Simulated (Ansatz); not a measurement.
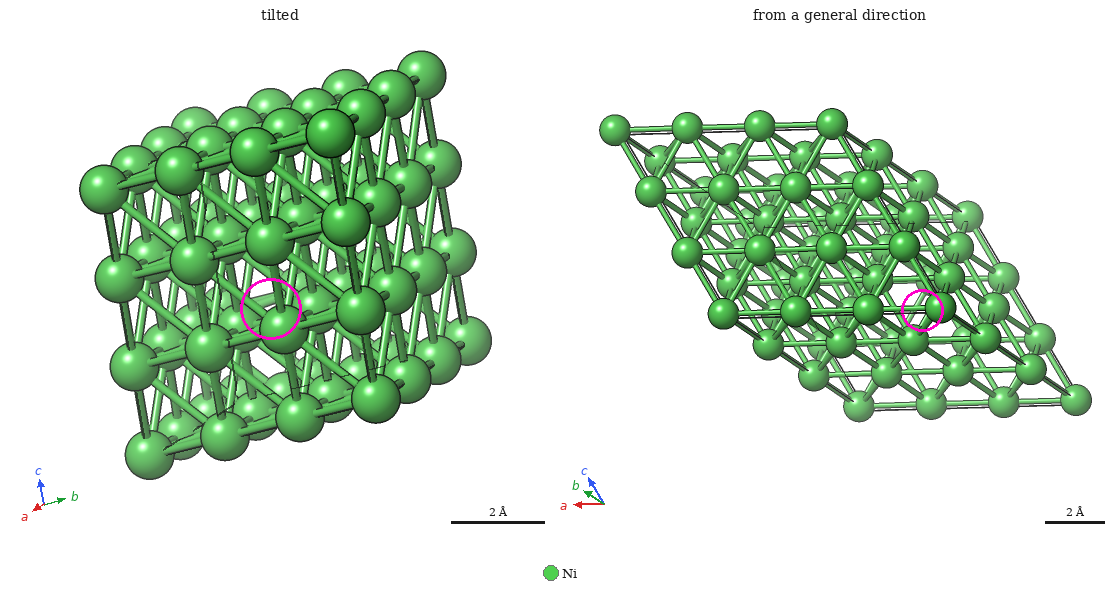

The image is a ball-and-stick drawing of a crystal, viewed slightly off an axis and from a general direction. Atoms at the boundary of the supercell (the box) are drawn once for each face, edge or corner they touch. The host is Ni, in a cell of 27 sites, and the cell is neutral. A ring marks the defect's site.

> Spot the defect.

A nickel vacancy. Around the empty site lie twelve Ni at about 2.5 Å.

All computed values are from DFT PBE, scalar-relativistic, plane waves, PAW (Ansatz 0.2.0). Settings: an energy cutoff of 420 eV, k-points on a 7×7×7 grid, Gaussian smearing of 0.1 eV, collinear spins.

> Does a spin moment come with the defect?

Yes, 16.4 μB in the cell.

The atoms were relaxed in the host's cell with Ansatz 0.2.0, DFT PBE, scalar-relativistic, plane waves, PAW.
